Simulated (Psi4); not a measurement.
# MP4/6-31G(d,p) (Cartesian functions) run of GeSe (Germanium monoselenide)

Aim: the energy change on altering one bond length of GeSe (Germanium monoselenide) at MP4/6-31G** (Cartesian functions), from 2 runs. 

The results are computed with Psi4 1.11.

1 further run of the same task is left out (set aside as unsound or not needed).

## 1. The structure to begin with

GeSe has 2 atoms, charge 0, and is taken as a singlet. SMILES: `[Ge-]#[Se+]`. Geometry: the measured bond length.

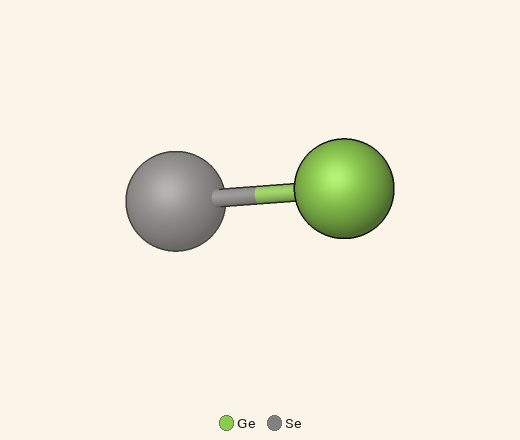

The structure, seen from a chosen angle (germanium green, selenium grey).

## 2. A single-point energy at MP4/6-31G(d,p) (Cartesian functions)

run.py reads:

```python
import psi4

psi4.set_memory('1600 MB')
psi4.set_num_threads(1)
psi4.set_output_file('gese.out', False)

molecule = psi4.geometry("""
0 1
Ge     0.000000     0.000000     0.000000
Se     0.000000     0.000000     2.134629
no_reorient
no_com
""")

psi4.set_options({
    'basis': '6-31G**',
    'freeze_core': True,
    'scf_type': 'pk',
})

E, wfn = psi4.energy("mp4", return_wfn=True)
print('E =', round(E, 9))
for k, v in sorted(psi4.core.scalar_variables().items()):
    print(f'{k:45s} {v:18.10f}')
```

The run is started by

```bash
$ python run.py
```

gese.out (excerpt; [...] marks lines left out):

```text
[...]
  Running in c2v symmetry.
[...]
  Nuclear repulsion =  269.716566770600423
[...]
  Multiplicity = 1
[...]
  Nalpha       = 33
  Nbeta        = 33
[...]
    Number of basis functions: 70
[...]
   @RHF iter   1: -4473.32617319671499   -6.07048e+00   7.17622e-02 ADIIS/DIIS
[...]
   @RHF iter  12: -4474.66348733961604   -9.09495e-13   4.11985e-09 DIIS
[...]
    Orbital Energies [Eh]
    ---------------------
    Doubly Occupied:
       1A1  -460.834829     2A1  -405.303914     3A1   -60.658327
       1B1   -54.264153     1B2   -54.264153     4A1   -54.264094
       5A1   -52.231300     2B2   -46.322239     2B1   -46.322239
       6A1   -46.320394     7A1    -8.905651     8A1    -7.254662
       9A1    -6.637533     3B1    -6.635264     3B2    -6.635264
       4B2    -5.226720     4B1    -5.226720    10A1    -5.221909
      11A1    -2.602934     5B1    -2.601541     5B2    -2.601541
      12A1    -2.600065     1A2    -2.600065    13A1    -1.679563
       2A2    -1.679563    14A1    -1.673399     6B2    -1.673383
       6B1    -1.673383    15A1    -0.892877    16A1    -0.581320
      17A1    -0.370495     7B2    -0.356349     7B1    -0.356349
[...]
  @RHF Final Energy: -4474.66348733961604
   => Energetics <=
    Nuclear Repulsion Energy =            269.7165667706004228
    One-Electron Energy =               -6775.8157306221501130
    Two-Electron Energy =                2031.4356765119337069
    Total Energy =                      -4474.6634873396160401
[...]
 Multipole Moments:
 ------------------------------------------------------------------------------------
     Multipole            Electronic (a.u.)      Nuclear  (a.u.)        Total (a.u.)
 ------------------------------------------------------------------------------------
 L = 1.  Multiply by 2.5417464519 to convert [e a0] to [Debye]
 Dipole X            :          0.0000000            0.0000000            0.0000000
 Dipole Y            :          0.0000000            0.0000000            0.0000000
 Dipole Z            :       -138.1442374          137.1513824           -0.9928550
 Magnitude           :                                                    0.9928550
[...]
      * MP2 total energy:                  -4475.176700792559
[...]
      * MP3 total energy:                  -4475.149806400175
[...]
```

Run time: 3.6 s. Hardware: 1 thread of Intel Xeon 6975P-C (Granite Rapids), shared host; peak memory 0.25 GiB.

## 3. The distorted shape at the same level

run.py reads:

```python
import psi4

psi4.set_memory(1600000000)
psi4.set_num_threads(1)
psi4.set_output_file('run.log', False)

m = psi4.geometry("""
Ge     0.00000000     0.00000000     0.40332236
Se     0.00000000     0.00000000     4.03386419
units au
no_reorient
no_com
""")

psi4.set_options({
    'basis': '6-31G**',
    'freeze_core': True,
    'scf_type': 'pk',
})

energy_value, wavefunction = psi4.energy("mp4", return_wfn=True)
print(f'mp4 energy: {energy_value:.10f} Eh')
for k, v in sorted(psi4.core.scalar_variables().items()):
    print(f'{k:45s} {v:18.10f}')
```

The run is started by

```bash
$ python run.py
```

run.log (excerpt; [...] marks lines left out):

```text
[...]
  Running in c2v symmetry.
[...]
  Nuclear repulsion =  299.679786364009431
[...]
  Multiplicity = 1
[...]
  Nalpha       = 33
  Nbeta        = 33
[...]
    Number of basis functions: 70
[...]
   @RHF iter   1: -4473.28681980863257   -5.46310e+00   7.18101e-02 DIIS/ADIIS
[...]
   @RHF iter  12: -4474.63381035714428   -1.81899e-12   2.80644e-09 DIIS
[...]
    Orbital Energies [Eh]
    ---------------------
    Doubly Occupied:
       1A1  -460.840743     2A1  -405.281626     3A1   -60.666833
       1B1   -54.272482     1B2   -54.272482     4A1   -54.272251
       5A1   -52.211780     2B2   -46.302515     2B1   -46.302515
       6A1   -46.300762     7A1    -8.916933     8A1    -7.238043
       9A1    -6.650348     3B1    -6.646251     3B2    -6.646251
       4B2    -5.209267     4B1    -5.209267    10A1    -5.208548
      11A1    -2.615409     5B1    -2.612998     5B2    -2.612998
      12A1    -2.611027     1A2    -2.611027    13A1    -1.661692
      14A1    -1.661449     2A2    -1.661449     6B2    -1.658388
       6B1    -1.658388    15A1    -0.940375    16A1    -0.571811
       7B2    -0.386156     7B1    -0.386156    17A1    -0.366064
[...]
  @RHF Final Energy: -4474.63381035714428
   => Energetics <=
    Nuclear Repulsion Energy =            299.6797863640094306
    One-Electron Energy =               -6835.6986251982270915
    Two-Electron Energy =                2061.3850284770733197
    Total Energy =                      -4474.6338103571442844
[...]
 Multipole Moments:
 ------------------------------------------------------------------------------------
     Multipole            Electronic (a.u.)      Nuclear  (a.u.)        Total (a.u.)
 ------------------------------------------------------------------------------------
 L = 1.  Multiply by 2.5417464519 to convert [e a0] to [Debye]
 Dipole X            :          0.0000000            0.0000000            0.0000000
 Dipole Y            :          0.0000000            0.0000000            0.0000000
 Dipole Z            :       -150.5343652          150.0576980           -0.4766673
 Magnitude           :                                                    0.4766673
[...]
      * MP2 total energy:                  -4475.141761808192
[...]
      * MP3 total energy:                  -4475.116249784170
[...]
```

It took 3.6 s on 1 thread of Intel Xeon 6975P-C (Granite Rapids), shared host; peak memory 0.25 GiB.

## 4. Summary of results

Level: MP4/6-31G** (Cartesian functions), 18 core orbitals frozen.

| quantity | value |
| --- | --- |
| first shape: total energy | -4475.18708 Eh |
| first shape: HOMO energy (Hartree–Fock orbitals) | -9.70 eV |
| first shape: LUMO energy (Hartree–Fock orbitals) | 0.32 eV |
| first shape: HOMO–LUMO gap (Hartree–Fock orbitals) | 10.01 eV |
| first shape: correlation energy (18 core orbitals frozen) | -523.6 mEh |
| distorted shape: total energy | -4475.14876 Eh |
| distorted shape: HOMO energy (Hartree–Fock orbitals) | -9.96 eV |
| distorted shape: LUMO energy (Hartree–Fock orbitals) | 0.92 eV |
| distorted shape: HOMO–LUMO gap (Hartree–Fock orbitals) | 10.88 eV |
| distorted shape: correlation energy (18 core orbitals frozen) | -514.9 mEh |
| energy change with the Ge1–Se2 bond shortened from 2.135 to 1.921 Å | 1.043 eV |

With the Ge1–Se2 bond shortened from 2.135 to 1.921 Å the energy rises by 1.04 eV (24 kcal/mol). The first shape isn't relaxed at this level, so the change isn't measured from a minimum.
